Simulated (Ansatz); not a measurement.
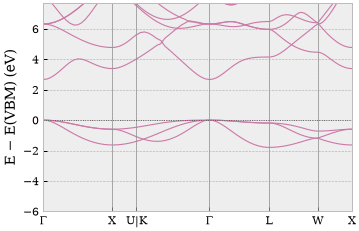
Fig. 1. Band structure from r²SCAN (plane waves, PAW; program Ansatz)

### Question
Read off the gap and where the band edges lie.

### Answer
About 2.7 eV (2.67 eV by a search for the band edges); maximum at Γ, minimum at Γ.

### Question
Pick the material that matches.
A) TeO2, fluorite
B) Na2Te, anti-fluorite
C) TePb, rock salt
D) NaTl2MoF6, Fm-3m (Na on 4b, Tl on 8c, Mo on 4a, F on 24e)

### Answer
B, Na2Te, anti-fluorite

The workflow started from a Materials Project entry (that database holds measured and hypothetical structures alike); the Crystallography Open Database files this formula in space group No. 225, but the cells were not matched. Whether it is the stable phase at ambient conditions was not checked. The cell was relaxed with r²SCAN under the symmetry of its start; its stability against distortions is not shown here. Scalar-relativistic: spin–orbit coupling is off unless named, which matters more the heavier the elements.

Potentials: the later of the program's two PAW sets.
